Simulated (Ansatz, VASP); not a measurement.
# Cross-check of SrO between VASP and Ansatz, part 2 of 2

Aim: how closely do two programs agree when they are given the same cell, functional and k mesh?  Valence electrons are named where the data sets of a main pair hold unlike numbers.

VASP 6.6.1 and Ansatz 0.2.0.

So far: The starting structure; Ansatz: band structure, r2SCAN-EpsX with an exact-exchange share of 0.262; VASP: band structure, r2SCAN-EpsX with an exact-exchange share of 0.262.

The database entry behind the starting cell differs from later determinations by our own check (about 0.5 % short), so it need not match the best structure at ambient conditions.

## Step 4: Comparison

Known differences besides the potentials themselves: exact exchange at q = 0 is treated differently, which shows on coarse meshes; VASP keeps PBE cores, Ansatz makes them for the functional; the cutoff is 500 eV in Ansatz and 520 eV in VASP; VASP takes a coarser grid for exact exchange (PRECFOCK = Fast). Total energies have different zeros and are not compared.

Both answers:

```
                     quantity  Ansatz   VASP  difference
gap over the path points (eV)   5.949  5.893      +0.056
```

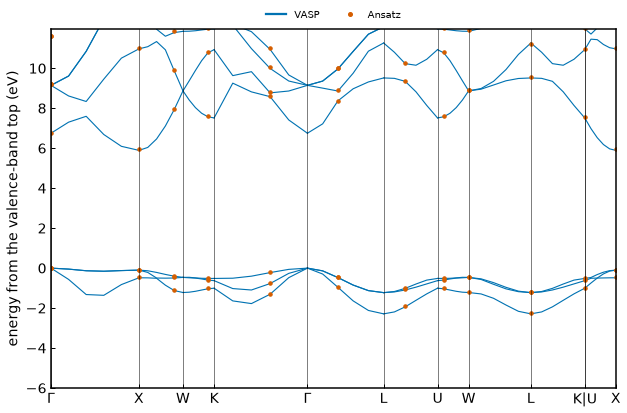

Bands from VASP (lines) and levels from Ansatz (dots). Dots without a line are higher empty bands that the VASP plot leaves out.

Levels at points of the path, from each program's valence-band top (eV; 3 filled, then empty):

```
k (reciprocal lattice)                              Ansatz                                VASP
     0.000 0.000 0.000       0.00 0.00 0.00 6.77 9.21 9.21       0.00 0.00 0.00 6.75 9.15 9.15
     0.500 0.000 0.500  -0.44 -0.09 -0.09 5.95 11.03 13.48  -0.48 -0.10 -0.10 5.89 10.97 13.52
     0.500 0.200 0.700   -1.10 -0.46 -0.38 7.97 9.91 11.86   -1.12 -0.49 -0.40 7.93 9.88 11.79
     0.400 0.350 0.750  -1.01 -0.57 -0.48 7.62 10.80 12.02  -1.03 -0.60 -0.51 7.58 10.77 11.96
     0.150 0.150 0.300   -1.29 -0.76 -0.21 8.62 8.79 10.05    -1.31 -0.77 -0.22 8.58 8.77 9.99
     0.200 0.200 0.200   -0.95 -0.46 -0.46 8.38 8.90 10.03    -0.96 -0.47 -0.47 8.37 8.86 9.97
     0.550 0.400 0.550  -1.91 -1.07 -0.98 9.39 10.25 12.37  -1.94 -1.09 -1.01 9.35 10.23 12.31
     0.600 0.250 0.650  -1.01 -0.57 -0.48 7.62 10.80 12.02  -1.03 -0.60 -0.51 7.58 10.77 11.96
     0.500 0.250 0.750   -1.20 -0.43 -0.43 8.90 8.90 11.92   -1.22 -0.46 -0.46 8.87 8.87 11.85
     0.500 0.500 0.500  -2.26 -1.20 -1.20 9.56 11.24 12.15  -2.29 -1.23 -1.23 9.52 11.27 12.08
```

Among the levels compared at these points, filled levels agree within 39 meV and empty ones within 73 meV.

## Step 5: VASP: band structure, PBE-EpsX with an exact-exchange share of 0.262

Levels along a path test the potential and the projectors away from the mesh points.

The run reads the wave functions of an earlier VASP run, which isn't shown here.

Contents of INCAR:

```
SYSTEM = SrO
PREC = Accurate
ENCUT = 520
EDIFF = 1E-06
NELM = 100
ISMEAR = 0
SIGMA = 0.02
LREAL = .FALSE.
ALGO = Normal
LHFCALC = .TRUE.
AEXX = 0.262
GGA = PE
LASPH = .TRUE.
NBANDS = 14
PRECFOCK = Fast
HFRCUT = -1
LORBIT = 11
LWAVE = .FALSE.
LCHARG = .FALSE.
KPAR = 4
```

Contents of POSCAR:

```
SrO
1.0
    0.0000000000      2.5663000000      2.5663000000
    2.5663000000      0.0000000000      2.5663000000
    2.5663000000      2.5663000000      0.0000000000
Sr O
1 1
Direct
    0.5000000000      0.5000000000      0.5000000000
    0.0000000000      0.0000000000      0.0000000000
```

Contents of KPOINTS:

```
Automatic mesh
0
Gamma
5 5 5
0 0 0
```

Contents of KPOINTS_OPT:

```
Line mode
6
Line-mode
Reciprocal
  0.00000000   0.00000000   0.00000000 GAMMA
  0.50000000   0.00000000   0.50000000 X

  0.50000000   0.00000000   0.50000000 X
  0.50000000   0.25000000   0.75000000 W

  0.50000000   0.25000000   0.75000000 W
  0.37500000   0.37500000   0.75000000 K

  0.37500000   0.37500000   0.75000000 K
  0.00000000   0.00000000   0.00000000 GAMMA

  0.00000000   0.00000000   0.00000000 GAMMA
  0.50000000   0.50000000   0.50000000 L

  0.50000000   0.50000000   0.50000000 L
  0.62500000   0.25000000   0.62500000 U

  0.62500000   0.25000000   0.62500000 U
  0.50000000   0.25000000   0.75000000 W

  0.50000000   0.25000000   0.75000000 W
  0.50000000   0.50000000   0.50000000 L

  0.50000000   0.50000000   0.50000000 L
  0.37500000   0.37500000   0.75000000 K

  0.62500000   0.25000000   0.62500000 U
  0.50000000   0.00000000   0.50000000 X
```

Potentials, in the order of the species: Sr_sv and O (PBE family, release 64).

Run with:

```
mpirun -np 4 vasp_std
```

Numbers of over 12 decimals in the logs are rounded to 6 here.

Output:

```text
[banner, memory and clock lines left out]
running    4 mpi-ranks, on    1 nodes
[...]
LDA part: xc-table for (Slater+PW92), standard interpolation
 found WAVECAR, reading the header
 POSCAR, INCAR and KPOINTS ok, starting setup
[...]
HFRCUT set to (new)   10.029006
 reading WAVECAR
 the WAVECAR file was read successfully
 initial charge from wavefunction
 entering main loop
       N       E                     dE             d eps       ncg     rms          rms(c)
DAV:   1    -0.148903077051E+02   -0.14890E+02   -0.24585E-01   286   0.616E+00    0.255E+00
DAV:   2    -0.148895104953E+02    0.79721E-03   -0.25902E-02   346   0.151E+00    0.135E+00
DAV:   3    -0.148884178984E+02    0.10926E-02   -0.48937E-03   304   0.655E-01    0.678E-01
DAV:   4    -0.148879958388E+02    0.42206E-03   -0.64804E-04   346   0.245E-01    0.358E-01
DAV:   5    -0.148878106784E+02    0.18516E-03   -0.42826E-04   328   0.171E-01    0.208E-01
DAV:   6    -0.148877793062E+02    0.31372E-04   -0.47463E-05   446   0.689E-02    0.123E-01
[...]
DAV:   8    -0.148877624016E+02    0.20380E-05   -0.42822E-06   372   0.207E-02    0.368E-02
DAV:   9    -0.148877618205E+02    0.58106E-06   -0.13291E-06   240   0.116E-02
   1 F= -.14887762E+02 E0= -.14887762E+02  d E =-.614170E-33
 Start KPOINTS_OPT (optional k-point list driver)
k-point batch [1-10\60]
       N       E                     dE             ncg
DAV:   1    -0.100767714336E+04   -0.56019E+04      280
DAV:   2    -0.185260432457E+04   -0.84493E+03      354
DAV:   3    -0.191859617460E+04   -0.65992E+02      464
DAV:   4    -0.191979744266E+04   -0.12013E+01      342
DAV:   5    -0.191981296815E+04   -0.15525E-01      444
DAV:   6    -0.191981326291E+04   -0.29475E-03      376
DAV:   7    -0.191981326519E+04   -0.22780E-05      306
DAV:   8    -0.191981326527E+04   -0.79938E-07      218
[...]
k-point batch [51-60\60]
       N       E                     dE             ncg
DAV:   1    -0.108964352990E+04   -0.72954E+04      280
DAV:   2    -0.189153362502E+04   -0.80189E+03      384
DAV:   3    -0.194389809625E+04   -0.52364E+02      426
DAV:   4    -0.194502563595E+04   -0.11275E+01      408
DAV:   5    -0.194505157692E+04   -0.25941E-01      454
DAV:   6    -0.194505196161E+04   -0.38469E-03      386
DAV:   7    -0.194505196441E+04   -0.27996E-05      312
DAV:   8    -0.194505196450E+04   -0.85185E-07      266
```

OUTCAR, selected parts (step 5):

```text
 POSITION                                       TOTAL-FORCE (eV/Angst)
 -----------------------------------------------------------------------------------
      2.56630      2.56630      2.56630         0.000000      0.000000      0.000000
      0.00000      0.00000      0.00000        -0.000000     -0.000000     -0.000000
 -----------------------------------------------------------------------------------
    total drift:                                0.000000     -0.000000     -0.000000

  FREE ENERGIE OF THE ION-ELECTRON SYSTEM (eV)
  ---------------------------------------------------
  free  energy   TOTEN  =       -14.8877618205 eV

  energy  without entropy=      -14.8877618205  energy(sigma->0) =      -14.88776182

[... 2 parts as in an earlier step ...]

[... 1 further part left out ...]
[key lines of the parts left out:]
E-fermi :   0.3257
```

## Step 6: Ansatz: band structure, PBE-EpsX with an exact-exchange share of 0.262

The same cell, functional, mesh and smearing now go to Ansatz, which takes its cutoff from its data sets.

Contents of input.yaml:

```yaml
crystal:
  lattice:
    - [0.0, 2.5663, 2.5663]
    - [2.5663, 0.0, 2.5663]
    - [2.5663, 2.5663, 0.0]
  atoms:
    - { symbol: Sr, position: [0.5, 0.5, 0.5] }
    - { symbol: O, position: [0.0, 0.0, 0.0] }
hamiltonian:
  xc: { exchange: pbe, correlation: pbe, exx: { coeff: 0.262 } }
  pseudopotentials: { kind: paw }
kpoints:
  mp_grid: { grid: [5, 5, 5] }
  band_path:
    path:
      - [0.0, 0.0, 0.0]
      - [0.5, 0.0, 0.5]
      - [0.5, 0.2, 0.7]
      - [0.4, 0.35, 0.75]
      - [0.15, 0.15, 0.3]
      - [0.2, 0.2, 0.2]
      - [0.55, 0.4, 0.55]
      - [0.6, 0.25, 0.65]
      - [0.5, 0.25, 0.75]
      - [0.5, 0.5, 0.5]
      - [0.375, 0.375, 0.75]
      - [0.5, 0.0, 0.5]
    npoints: 1
scf:
  occupations: { method: gaussian, width: 0.02 }
  n_extra_bands: 7
output:
  forces: true
  stress: true
  eigenvalues: true
```

Run with:

```
ansatz run input.yaml --threads 4 --pin off --max-ram 9216MiB --backend cpu --events-out ev --progress --plain --runs-dir out
```

Output:

```text
[...]
Crystal: 2 atoms, lattice volume = 33.803 Å³
Basis set: ecut = 420 eV, 645 PW (Γ), exchange–correlation on 50×50×50 points (8 copies of the dense FFT grid, shifted against one another)
Bands: 15, of which v1, the nominal top of the filled ones, is band 8 counted from 1 (7 counted from 0)
Symmetry: 48 space group operations
[...]
k-points: 10 of 125
[...]
--- Band table (eV; the first three rows and the last of 10) ---
  k-point 0: bands = [... 4 lower, -8.1127, 6.4632, 6.4632, 6.4632, 12.8201, 15.2871, 15.2871, 15.2871, ... 3 higher]
  k-point 1: bands = [... 4 lower, -7.6805, 5.4942, 5.9981, 5.9981, 14.4400, 15.0035, 16.0908, 16.0908, ... 3 higher]
  k-point 2: bands = [... 4 lower, -7.2172, 4.3399, 5.3540, 5.3540, 15.4622, 16.9098, 17.8026, 17.8026, ... 3 higher]
  k-point 9: bands = [... 4 lower, -7.7056, 5.2047, 5.7211, 6.0640, 14.2419, 16.1015, 17.9897, 19.7515, ... 3 higher]
[key lines of the parts left out:]
Free energy (F): -4116.991589 eV
Fermi energy:    9.379967 eV
P = ⅓ Tr σ = 1.0143 GPa (10.143 kbar)
```

Elapsed: 6.3 s, on 4 threads of Intel Xeon 6975P-C (Granite Rapids), shared host; peak memory 0.71 GiB.

## Step 7: Comparison

What differs besides the data sets and the points named for the pairs above, as far as they apply: the cutoff is 420 eV in Ansatz and 520 eV in VASP. Total energies have different zeros and are not compared.

Both answers:

```
                     quantity  Ansatz   VASP  difference
gap over the path points (eV)   5.636  5.582      +0.053
```

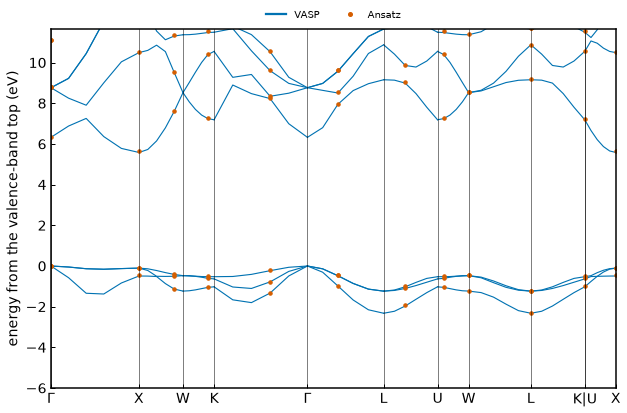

Bands from VASP (lines) and levels from Ansatz (dots). Dots without a line are higher empty bands that the VASP plot leaves out.

Levels at points of the path, from each program's valence-band top (eV; 3 filled, then empty):

```
k (reciprocal lattice)                              Ansatz                                VASP
     0.000 0.000 0.000       0.00 0.00 0.00 6.36 8.82 8.82       0.00 0.00 0.00 6.33 8.77 8.77
     0.500 0.000 0.500  -0.45 -0.09 -0.09 5.63 10.54 13.04  -0.49 -0.10 -0.10 5.58 10.49 12.99
     0.500 0.200 0.700   -1.11 -0.47 -0.39 7.64 9.54 11.36   -1.13 -0.51 -0.41 7.60 9.52 11.31
     0.400 0.350 0.750  -1.03 -0.58 -0.49 7.29 10.41 11.53  -1.05 -0.61 -0.52 7.25 10.39 11.48
     0.150 0.150 0.300    -1.31 -0.76 -0.22 8.26 8.37 9.65    -1.33 -0.78 -0.23 8.23 8.35 9.60
     0.200 0.200 0.200    -0.97 -0.47 -0.47 7.98 8.54 9.63    -0.98 -0.48 -0.48 7.95 8.51 9.58
     0.550 0.400 0.550   -1.94 -1.08 -0.99 9.03 9.88 11.93   -1.97 -1.10 -1.02 8.99 9.86 11.88
     0.600 0.250 0.650  -1.03 -0.58 -0.49 7.29 10.41 11.53  -1.05 -0.61 -0.52 7.25 10.39 11.48
     0.500 0.250 0.750   -1.21 -0.44 -0.44 8.55 8.55 11.43   -1.23 -0.47 -0.47 8.52 8.52 11.37
     0.500 0.500 0.500  -2.29 -1.21 -1.21 9.20 10.86 11.71  -2.32 -1.24 -1.24 9.16 10.88 11.65
```

Among the levels compared at these points, filled levels agree within 38 meV and empty ones within 60 meV.

## Step 8: Summary of results

```yaml
largest_difference_of_a_filled_level_at_the_path_points_band_structure_r2scan_epsx_with_an_exact_exchange_share_of_0p262: 39 meV
difference_in_gap_over_the_path_points_band_structure_r2scan_epsx_with_an_exact_exchange_share_of_0p262: 0.056 eV
largest_difference_of_a_filled_level_at_the_path_points_band_structure_pbe_epsx_with_an_exact_exchange_share_of_0p262: 38 meV
difference_in_gap_over_the_path_points_band_structure_pbe_epsx_with_an_exact_exchange_share_of_0p262: 0.053 eV
```

What this shows: The difference in gap over the path points is 0.056 eV (band structure, r2SCAN-EpsX with an exact-exchange share of 0.262), within the 0.08 eV picked in this series as the mark of a large difference. Such differences can come from data sets, numerical settings and the points named under the comparisons, not from the functional's error against experiment.

[Lines on the potential files, build, host, timing and source positions are cut from VASP's logs without a mark.]

[Logs are printed without paths, hosts, clocks, repeated set-up lines and the standing remarks that a program may print on its own settings, such as how far it seeks lower states.]

[Hosts, paths, dates, database ids (printed as entryN), source tags and the programs' standing remarks are cut or masked in the printed files.]
